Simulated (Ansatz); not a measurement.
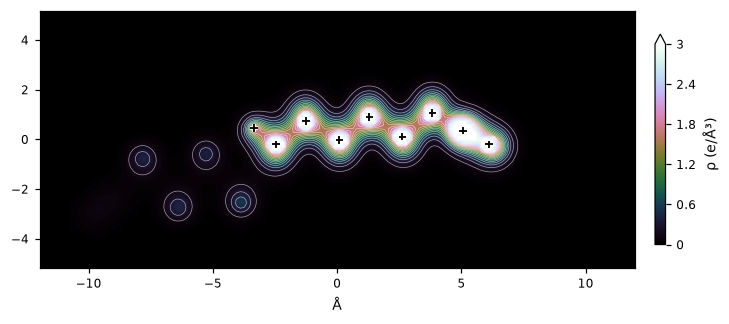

The total electron density on a plane through atoms (crosses mark nuclei in the plane).

Theory: UKS PBE0-D4/def2-TZVP in Ansatz 0.2.0.

Candidates:
A. Ga7H20P6 (doublet)
B. C13H22N2 (charge +1, doublet)
C. AsH16Sn9 (doublet)

**Which candidate gave the map?**

Candidate B: C13H22N2 on the plane of atoms C3, C4 and C5, which holds C, N and H. C–N (1.18 Å): the density is about 3.4 e/Å³ at the midpoint. C–H (1.12 Å): ρ at the midpoint is about 1.8 e/Å³.
